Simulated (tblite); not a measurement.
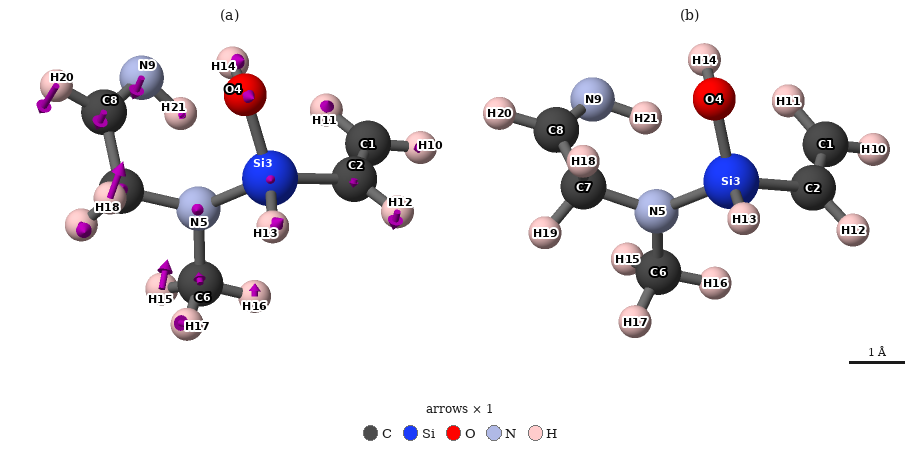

The structure of C5H12N2OSi before (left) and after (right) a relaxation, at one scale. The purple arrows give the displacements, at their true length.

Style: ball-and-stick. Shown face on.

Level of theory: GFN2-xTB geometry optimisation, gas phase (tblite 0.8.0). 

Question: Describe what moved and what it gained.

Answer: Over 117 geometry steps the energy falls by 0.448 eV. The largest move after the best rigid fit is that of H20, 0.92 Å. Largest moves by element: H 0.92 Å, N 0.56 Å, C 0.50 Å, O 0.31 Å, Si 0.15 Å. Near-neighbour distances that change, for instance: C2–Si3 1.820 → 1.887 Å, C8–N9 1.293 → 1.252 Å, N5–C6 1.480 → 1.442 Å, Si3–O4 1.649 → 1.628 Å. Bond angles that change, for instance: O4–Si3–H13 110.7° → 99.6°, N5–Si3–H13 107.3° → 115.5°, C8–N9–H21 106.7° → 112.9°. Groups turn about N5–C7 by about 40°, C7–C8 by about 30°. The run took 1.8 s on 1 thread of Arm Neoverse N1, on a shared host.
